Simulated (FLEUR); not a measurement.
# Collinear magnetic orders of MnAlGe with FLEUR, part 2 of 2

A self-consistent run ends on one state, which hangs on the start. Several orders of MnAlGe are started in FLEUR and their energies compared.

FLEUR MaX-R8.1; PBEsol; all-electron FLAPW, Dirac cores, scalar-relativistic bands.

So far. Step 2 (Order 1, typed as ferro ++): After 31 cycles the largest moment stands at 1.82 μB.

## (3) Order 2, typed as antiferro +-

An opposed order shows whether neighbours prefer unlike signs.

Contents of inp.xml:

```
<?xml version="1.0" encoding="UTF-8" standalone="no"?>
<fleurInput fleurInputVersion="0.39">
   <comment>
      MnAlGe
   </comment>
   <calculationSetup>
      <cutoffs Kmax="4.05" Gmax="12.1" GmaxXC="12.1" numbands="0"/>
      <scfLoop itmax="90" minDistance="0.00002" maxIterBroyd="15" imix="Anderson" alpha="0.05" precondParam="0.0" spinf="2.0" sdNocoIR="T"/>
      <coreElectrons ctail="T" frcor="F" kcrel="0" coretail_lmax="0"/>
      <xcFunctional name="PBEs" relativisticCorrections="F"/>
      <magnetism jspins="2"/>
      <soc l_soc="F" theta="0.0" phi="0.0" spav="F"/>
      <expertModes spex="0" secvar="F"/>
      <geometryOptimization l_f="F" forcealpha="1.0" forcemix="BFGS" epsdisp="0.00001" epsforce="0.00001"/>
      <ldaU l_linMix="F" mixParam="0.05" spinf="1.0"/>
   </calculationSetup>
   <cell>
      <bzIntegration valenceElectrons="64.0" mode="hist" fermiSmearingEnergy="0.00183747">
         <kPointListSelection listName="default-1"/>
         <xi:include xmlns:xi="http://www.w3.org/2001/XInclude" href="kpts.xml"> </xi:include>
      </bzIntegration>
      <xi:include xmlns:xi="http://www.w3.org/2001/XInclude" href="sym.xml"> </xi:include>
      <bulkLattice scale="1.0">
         <bravaisMatrix>
            <row-1>    7.3963880516843998     0.0000000000000000     0.0000000000000000</row-1>
            <row-2>    0.0000000000000000     7.3963880516843998     0.0000000000000000</row-2>
            <row-3>    0.0000000000000000     0.0000000000000000    11.2117450972517982</row-3>
         </bravaisMatrix>
      </bulkLattice>
   </cell>
   <atomSpecies>
      <species name="Manganese 3.502" element="Mn" atomicNumber="25">
         <mtSphere radius="2.55" gridPoints="843" logIncrement="0.015"/>
         <atomicCutoffs lmax="10" lnonsphr="8"/>
         <electronConfig flipSpins="F">
            <coreConfig>(1s1/2) (2s1/2) (2p1/2) (2p3/2)</coreConfig>
            <valenceConfig>(3s1/2) (3p1/2) (3p3/2) (4s1/2) (3d3/2) (3d5/2)</valenceConfig>
            <stateOccupation state="(3d3/2)" spinUp="1.251" spinDown="0.749"/>
            <stateOccupation state="(3d5/2)" spinUp="3.0" spinDown="0.0"/>
         </electronConfig>
         <energyParameters s="4" p="4" d="3" f="4"/>
         <lo type="SCLO" l="0" n="3" eDeriv="0"/>
         <lo type="SCLO" l="1" n="3" eDeriv="0"/>
      </species>
      <species name="Manganese -3.502" element="Mn" atomicNumber="25">
         <mtSphere radius="2.55" gridPoints="843" logIncrement="0.015"/>
         <atomicCutoffs lmax="10" lnonsphr="8"/>
         <electronConfig flipSpins="F">
            <coreConfig>(1s1/2) (2s1/2) (2p1/2) (2p3/2)</coreConfig>
            <valenceConfig>(3s1/2) (3p1/2) (3p3/2) (4s1/2) (3d3/2) (3d5/2)</valenceConfig>
            <stateOccupation state="(3d3/2)" spinUp="0.749" spinDown="1.251"/>
            <stateOccupation state="(3d5/2)" spinUp="0.0" spinDown="3.0"/>
         </electronConfig>
         <energyParameters s="4" p="4" d="3" f="4"/>
         <lo type="SCLO" l="0" n="3" eDeriv="0"/>
         <lo type="SCLO" l="1" n="3" eDeriv="0"/>
      </species>
      <species name="Aluminum (Al)" element="Al" atomicNumber="13">
         <mtSphere radius="1.85" gridPoints="613" logIncrement="0.018"/>
         <atomicCutoffs lmax="8" lnonsphr="6"/>
         <electronConfig flipSpins="F">
            <coreConfig>(1s1/2) (2s1/2) (2p1/2) (2p3/2)</coreConfig>
            <valenceConfig>(3s1/2) (3p1/2) (3p3/2)</valenceConfig>
            <stateOccupation state="(3p1/2)" spinUp="0.166667" spinDown="0.166667"/>
            <stateOccupation state="(3p3/2)" spinUp="0.333333" spinDown="0.333333"/>
         </electronConfig>
         <energyParameters s="3" p="3" d="3" f="4"/>
      </species>
      <species name="Germanium (Ge)" element="Ge" atomicNumber="32">
         <mtSphere radius="1.93" gridPoints="639" logIncrement="0.019"/>
         <atomicCutoffs lmax="8" lnonsphr="6"/>
         <electronConfig flipSpins="F">
            <coreConfig>(1s1/2) (2s1/2) (2p1/2) (2p3/2) (3s1/2) (3p1/2) (3p3/2)</coreConfig>
            <valenceConfig>(4s1/2) (3d3/2) (3d5/2) (4p1/2) (4p3/2)</valenceConfig>
            <stateOccupation state="(4p1/2)" spinUp="0.333333" spinDown="0.333333"/>
            <stateOccupation state="(4p3/2)" spinUp="0.666667" spinDown="0.666667"/>
         </electronConfig>
         <energyParameters s="4" p="4" d="3" f="4"/>
      </species>
   </atomSpecies>
   <atomGroups>
      <atomGroup species="Manganese 3.502">
         <relPos label="                   1">.0000000000 .0000000000 .0000000000</relPos>
         <force calculate="T" relaxXYZ="TTT"/>
      </atomGroup>
      <atomGroup species="Manganese -3.502">
         <relPos label="                   2">1.000/2.000 1.000/2.000 .0000000000</relPos>
         <force calculate="T" relaxXYZ="TTT"/>
      </atomGroup>
      <atomGroup species="Aluminum (Al)">
         <relPos label="                   3">1.000/2.000 .0000000000 -.2730000000</relPos>
         <relPos label="                   4">.0000000000 1.000/2.000 .2730000000</relPos>
         <force calculate="T" relaxXYZ="TTT"/>
      </atomGroup>
      <atomGroup species="Germanium (Ge)">
         <relPos label="                   5">1.000/2.000 .0000000000 7.000/25.000</relPos>
         <relPos label="                   6">.0000000000 1.000/2.000 -7.000/25.000</relPos>
         <force calculate="T" relaxXYZ="TTT"/>
      </atomGroup>
   </atomGroups>
   <output dos="F" band="F" slice="F">
      <bandDOS minEnergy="-.5*Htr" maxEnergy="0.5*Htr" sigma="0.015" storeEVData="T"/>
      <plotting iplot="0" polar="F">
         <plot TwoD="T" vec1="  1.0  0.0  0.0" vec2="  0.0  1.0  0.0" vec3="  0.0  0.0  1.0" zero="  0.0  0.0  0.0" file="plot"/>
      </plotting>
      <moessbauerParams electricFieldGradient="F" isomerShift="F" coreHyperfine="F" valenceHyperfine="F"/>
   </output>
</fleurInput>
```

Contents of crystal.txt:

```
MnAlGe
&input film=F cartesian=F /
3.91400000000  0.00000000000  0.00000000000
0.00000000000  3.91400000000  0.00000000000
0.00000000000  0.00000000000  5.93300000000
1.8897261246
1.0 1.0 1.0

6
25 0.00000000000  0.00000000000  0.00000000000 : 3.502
25 0.50000000000  0.50000000000  0.00000000000 : -3.502
13 0.50000000000  0.00000000000  0.72700000000
13 0.00000000000  0.50000000000  0.27300000000
32 0.50000000000  0.00000000000  0.28000000000
32 0.00000000000  0.50000000000  0.72000000000

&kpt div1=8 div2=8 div3=8 gamma=T /
```

Command:

```console
OMP_NUM_THREADS=1 inpgen -f crystal.txt > inpgen.log  # inp.xml is then edited as shown
OMP_NUM_THREADS=1 mpirun -n 4 fleur_MPI > fleur.log
```

Log:

```text
[banner, memory and clock lines left out]
Welcome to FLEUR        (www.flapw.de)
      MaX-Release 8.1          (www.max-centre.eu)

 ========== k-point set info ==========
 Selected k-point list: default-1
 k-point list type: mesh
 0 x 0 x 0
 Number of k points: 76

 ------------Calculation Setup---------------------------
 Number of PE/node        :            4
 Number of OMP-threads    :            1
 k-points in parallel     :            4
 pe's per k-point         :            1
 No of k-point loops      :           19
 Eigenvalue solver        :       lapack
 Number of basis functions:          738
 Approximate size of matrices (H+S) per k-point:         0.016 GB
 Iteration:     1   Distance:      15.12400943 me/bohr^3
 Iteration:     2   Distance:      12.70727696 me/bohr^3
 Iteration:     3   Distance:      11.23710993 me/bohr^3
 Iteration:     4   Distance:       8.51817035 me/bohr^3
 Iteration:     5   Distance:       3.87944862 me/bohr^3
 Iteration:     6   Distance:       3.46390369 me/bohr^3
 Iteration:     7   Distance:       1.74990545 me/bohr^3
 Iteration:     8   Distance:       3.49485966 me/bohr^3
 Iteration:     9   Distance:       1.37611467 me/bohr^3
 Iteration:    10   Distance:       1.66792145 me/bohr^3
 Iteration:    11   Distance:       0.73691870 me/bohr^3
 Iteration:    12   Distance:       0.21476815 me/bohr^3
 Iteration:    13   Distance:       0.14496248 me/bohr^3
 Iteration:    14   Distance:       0.05644879 me/bohr^3
 Iteration:    15   Distance:       0.03270615 me/bohr^3
 Iteration:    16   Distance:       0.02665478 me/bohr^3
 Iteration:    17   Distance:       0.02412844 me/bohr^3
 Iteration:    18   Distance:       0.01029285 me/bohr^3
 Iteration:    19   Distance:       0.00857949 me/bohr^3
 Iteration:    20   Distance:       0.00831391 me/bohr^3
 Iteration:    21   Distance:       0.00532043 me/bohr^3
 Iteration:    22   Distance:       0.00155362 me/bohr^3
 Iteration:    23   Distance:       0.00087333 me/bohr^3
 Iteration:    24   Distance:       0.00072280 me/bohr^3
 Iteration:    25   Distance:       0.00020878 me/bohr^3
 Iteration:    26   Distance:       0.00003918 me/bohr^3
 Iteration:    27   Distance:       0.00003656 me/bohr^3
 Iteration:    28   Distance:       0.00000981 me/bohr^3

 ********************************************************************
 Run finished successfully
 Stop message:
   all done
 ********************************************************************

--- out.xml (last complete iteration) ---
<iteration numberForCurrentRun="   28" overallNumber="   28">
         [... left out ...]
         <bandgap value="0.0000018214" units="eV"/>
         <sumValenceSingleParticleEnergies value="-33.4752852671" units="Htr"/>
         <FermiEnergy value="0.3327181526" units="Htr"/>
         <valenceDensity>
            <mtCharges spin="1">
               <mtCharge atomType="1" total="8.3894134" s="1.2401185" p="3.3120032" d="3.8178683" f="0.0163549"/>
               <mtCharge atomType="2" total="6.2143884" s="1.2059680" p="3.2687466" d="1.7175023" f="0.0179341"/>
               <mtCharge atomType="3" total="0.3461736" s="0.1730086" p="0.1484045" d="0.0230623" f="0.0014972"/>
               <mtCharge atomType="4" total="5.6783361" s="0.3860211" p="0.3550517" d="4.9350079" f="0.0019877"/>
            </mtCharges>
            <mtCharges spin="2">
               <mtCharge atomType="1" total="6.2143884" s="1.2059680" p="3.2687466" d="1.7175023" f="0.0179341"/>
               <mtCharge atomType="2" total="8.3894134" s="1.2401185" p="3.3120032" d="3.8178683" f="0.0163549"/>
               <mtCharge atomType="3" total="0.3461736" s="0.1730086" p="0.1484045" d="0.0230623" f="0.0014972"/>
               <mtCharge atomType="4" total="5.6783361" s="0.3860211" p="0.3550517" d="4.9350079" f="0.0019877"/>
            </mtCharges>
            <spinDependentCharge spin="1" total="32.0000000" interstitial="5.3471787" mtSpheres="26.6528213"/>
            <spinDependentCharge spin="2" total="32.0000000" interstitial="5.3471787" mtSpheres="26.6528213"/>
            <totalCharge value="64.0000000000"/>
         </valenceDensity>
         [... left out ...]
         <magneticMomentsInMTSpheres units="muBohr">
            <globalMagMoment atomType="1" vec="0.00000   0.00000   2.17503"/>
            <localMagMoment atomType="1" vec="0.00000   0.00000   2.17503"/>
            <globalMagMoment atomType="2" vec="0.00000   0.00000  -2.17503"/>
            <localMagMoment atomType="2" vec="0.00000   0.00000  -2.17503"/>
            <globalMagMoment atomType="3" vec="0.00000   0.00000   0.00000"/>
            <localMagMoment atomType="3" vec="0.00000   0.00000   0.00000"/>
            <globalMagMoment atomType="4" vec="0.00000   0.00000   0.00000"/>
            <localMagMoment atomType="4" vec="0.00000   0.00000   0.00000"/>
         </magneticMomentsInMTSpheres>
         [... left out ...]
         <totalEnergy value="    -6994.9436240746" units="Htr">
            <sumOfEigenvalues value="    -4007.2527688903">
               <coreElectrons value="-3973.7774836232"/>
               <valenceElectrons value="-33.4752852671"/>
            </sumOfEigenvalues>
            <densityCoulombPotentialIntegral value="-10733.1555472712"/>
            <densityEffectivePotentialIntegral value="-11119.8102643507"/>
            <chargeDenXCDenIntegral value="-295.1672625013"/>
            <FockExchangeEnergyValence value="0.0000000000"/>
            <FockExchangeEnergyCore value="0.0000000000"/>
         [... left out ...]
            <tkbTimesEntropy value="0.0013208104"/>
            <freeEnergy value="-6994.9449448850"/>
            <extrapolationTo0K value="-6994.9442844798"/>
         </totalEnergy>
         <densityConvergence units="me/bohr^3">
            <chargeDensity spin="1" distance="0.0000067362"/>
            <chargeDensity spin="2" distance="0.0000067379"/>
            <overallChargeDensity distance="0.0000092369"/>
            <spinDensity distance="0.0000098097"/>
         </densityConvergence>
      </iteration>
```

Run time: 8 min. Hardware: 4 MPI ranks of Arm Neoverse V2, shared host; peak memory 0.53 GiB.

Spin moment in the muffin-tin sphere by atom:

| atom | spin moment in the muffin-tin sphere (μB) |
| --- | --- |
| Mn1 | 2.17 |
| Mn2 | -2.17 |
| Al3 | 0.00 |
| Al4 | 0.00 |
| Ge5 | 0.00 |
| Ge6 | 0.00 |

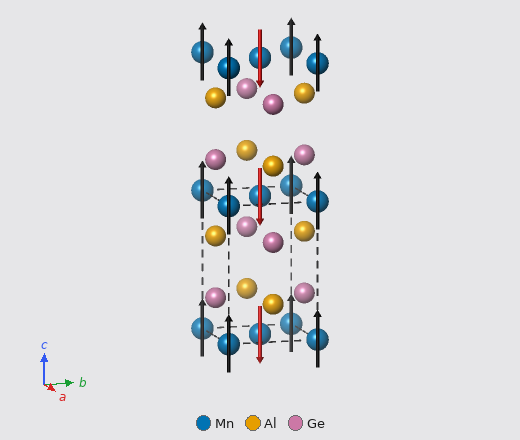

Spin moment in the muffin-tin sphere as arrows, the longest 2.17 μB. Up and down stand for the sign. Arrows give size and sign along the axis of quantisation, drawn up and down the page. The two directions have two colours. 1×1×2 cells are drawn. Some periodic images of atoms are drawn too.

This step gave:

```
free energy                                                       : -190342.1487 eV
program's band gap on this mesh (in a metal only a level spacing) : 1.82e-6 eV
magnetization                                                     : 0 μB
final state                                                       : antiferromagnetic
```

It lies 159 meV a seeded atom over the first start, and its largest moment is 2.18 μB against 1.82 μB.

## (4) Run 3 (no spin polarisation)

A spinless run gives the zero against which the gain from the moments is read.

inp.xml: that of step 3 with these lines changed.

```diff
@@ -10,3 +10,3 @@
       <xcFunctional name="PBEs" relativisticCorrections="F"/>
-      <magnetism jspins="2"/>
+      <magnetism jspins="1"/>
       <soc l_soc="F" theta="0.0" phi="0.0" spav="F"/>
@@ -31,3 +31,3 @@
    <atomSpecies>
-      <species name="Manganese 3.502" element="Mn" atomicNumber="25">
+      <species name="Manganese (Mn)" element="Mn" atomicNumber="25">
          <mtSphere radius="2.55" gridPoints="843" logIncrement="0.015"/>
@@ -37,17 +37,4 @@
             <valenceConfig>(3s1/2) (3p1/2) (3p3/2) (4s1/2) (3d3/2) (3d5/2)</valenceConfig>
-            <stateOccupation state="(3d3/2)" spinUp="1.251" spinDown="0.749"/>
-            <stateOccupation state="(3d5/2)" spinUp="3.0" spinDown="0.0"/>
-         </electronConfig>
-         <energyParameters s="4" p="4" d="3" f="4"/>
-         <lo type="SCLO" l="0" n="3" eDeriv="0"/>
-         <lo type="SCLO" l="1" n="3" eDeriv="0"/>
-      </species>
-      <species name="Manganese -3.502" element="Mn" atomicNumber="25">
-         <mtSphere radius="2.55" gridPoints="843" logIncrement="0.015"/>
-         <atomicCutoffs lmax="10" lnonsphr="8"/>
-         <electronConfig flipSpins="F">
-            <coreConfig>(1s1/2) (2s1/2) (2p1/2) (2p3/2)</coreConfig>
-            <valenceConfig>(3s1/2) (3p1/2) (3p3/2) (4s1/2) (3d3/2) (3d5/2)</valenceConfig>
-            <stateOccupation state="(3d3/2)" spinUp="0.749" spinDown="1.251"/>
-            <stateOccupation state="(3d5/2)" spinUp="0.0" spinDown="3.0"/>
+            <stateOccupation state="(3d3/2)" spinUp="1.000000" spinDown="1.000000"/>
+            <stateOccupation state="(3d5/2)" spinUp="1.500000" spinDown="1.500000"/>
          </electronConfig>
@@ -81,8 +68,5 @@
    <atomGroups>
-      <atomGroup species="Manganese 3.502">
-         <relPos label="                   1">.0000000000 .0000000000 .0000000000</relPos>
-         <force calculate="T" relaxXYZ="TTT"/>
-      </atomGroup>
-      <atomGroup species="Manganese -3.502">
-         <relPos label="                   2">1.000/2.000 1.000/2.000 .0000000000</relPos>
+      <atomGroup species="Manganese (Mn)">
+         <relPos label="                   1">-1.000/4.000 -1.000/4.000 .0000000000</relPos>
+         <relPos label="                   2">1.000/4.000 1.000/4.000 .0000000000</relPos>
          <force calculate="T" relaxXYZ="TTT"/>
@@ -90,4 +74,4 @@
       <atomGroup species="Aluminum (Al)">
-         <relPos label="                   3">1.000/2.000 .0000000000 -.2730000000</relPos>
-         <relPos label="                   4">.0000000000 1.000/2.000 .2730000000</relPos>
+         <relPos label="                   3">1.000/4.000 -1.000/4.000 -.2730000000</relPos>
+         <relPos label="                   4">-1.000/4.000 1.000/4.000 .2730000000</relPos>
          <force calculate="T" relaxXYZ="TTT"/>
@@ -95,4 +79,4 @@
       <atomGroup species="Germanium (Ge)">
-         <relPos label="                   5">1.000/2.000 .0000000000 7.000/25.000</relPos>
-         <relPos label="                   6">.0000000000 1.000/2.000 -7.000/25.000</relPos>
+         <relPos label="                   5">1.000/4.000 -1.000/4.000 7.000/25.000</relPos>
+         <relPos label="                   6">-1.000/4.000 1.000/4.000 -7.000/25.000</relPos>
          <force calculate="T" relaxXYZ="TTT"/>
```

crystal.txt: that of step 3 with these lines changed.

```diff
@@ -9,4 +9,4 @@
 6
-25 0.00000000000  0.00000000000  0.00000000000 : 3.502
-25 0.50000000000  0.50000000000  0.00000000000 : -3.502
+25 0.00000000000  0.00000000000  0.00000000000
+25 0.50000000000  0.50000000000  0.00000000000
 13 0.50000000000  0.00000000000  0.72700000000
```

Log:

```text
[banner, memory and clock lines left out]
Welcome to FLEUR        (www.flapw.de)
      MaX-Release 8.1          (www.max-centre.eu)

 ========== k-point set info ==========
 Selected k-point list: default-1
 k-point list type: mesh
 0 x 0 x 0
 Number of k points: 76

 [... set-up left out ...]
 Iteration:     1   Distance:      21.03082123 me/bohr^3
 Iteration:     2   Distance:       9.14968711 me/bohr^3
 Iteration:     3   Distance:       8.49010909 me/bohr^3
 Iteration:     4   Distance:       4.42574866 me/bohr^3
 Iteration:     5   Distance:       3.28258245 me/bohr^3
[...]
<FermiEnergy value="0.3249725073" units="Htr"/>
         [... left out ...]
         <totalEnergy value="    -6994.9339896402" units="Htr">
            <sumOfEigenvalues value="    -4007.4888264716">
               <coreElectrons value="-3974.0509639954"/>
               <valenceElectrons value="-33.4378624762"/>
            </sumOfEigenvalues>
         [... left out ...]
            <freeEnergy value="-6994.9365156681"/>
            <extrapolationTo0K value="-6994.9352526542"/>
         </totalEnergy>
         <densityConvergence units="me/bohr^3">
            <chargeDensity spin="1" distance="0.0000166220"/>
         </densityConvergence>
      </iteration>
```

The job ended after 79 s (4 MPI ranks; peak memory 0.33 GiB; 5.3 min of CPU time).

Numbers from this step:

```yaml
free_energy: -190341.9193 eV
program_s_band_gap_on_this_mesh_in_a_metal_only_a_level_spacing: 0.003519 eV
final_state: non-magnetic (no spin polarisation)
```

It lies 274 meV a seeded atom over the first start.

## (5) The states side by side

Free energies are divided by the number of seeded atoms.

Orders:

| start | final state | typed order kept | energy over the lowest (meV a seeded atom) | largest sphere moment (μB) | net moment (μB a primitive cell) | mesh matched | CPU time (s) |
| --- | --- | --- | --- | --- | --- | --- | --- |
| ferro ++ | ferromagnetic | yes | 0 | 1.816 | 3.436 | yes | 914.1 |
| antiferro +- | antiferromagnetic | yes | 159.2 | 2.175 | 0 | yes | 1911 |
| no spin polarisation | non-magnetic | - | 273.9 | 0 | 0 | yes | 316.4 |

## (6) What came out

```yaml
lowest_state_found: ferromagnetic (typed ferro ++)
largest_site_spin_moment: 1.82 μB
next_finished_state: antiferromagnetic, 159 meV a seeded atom higher
energy_gained_by_spin_polarisation: 274 meV a seeded atom
```

In words: The lowest state found is ferromagnetic, reached from the start ferro ++, with moments up to 1.82 μB. The next finished state costs 159 meV a seeded atom. This is the lowest of 3 finished starts, no proof of the ground state. Core electrons leak out of the spheres (0.029 e), which costs some accuracy.

[Logs and program files are shortened in this print: banners, set-up blocks, solver, clock and traceback lines can be left out without a mark of their own.]

[Logs are printed without paths, hosts, clocks, repeated set-up lines and the standing remarks that a program may print on its own settings, such as how far it seeks lower states.]

[Hosts, paths, dates, database ids (printed as entryN), source tags and the programs' standing remarks are cut or masked in the printed files.]

[Where a cell is said to come from a database of computed structures, the database is the Materials Project.]
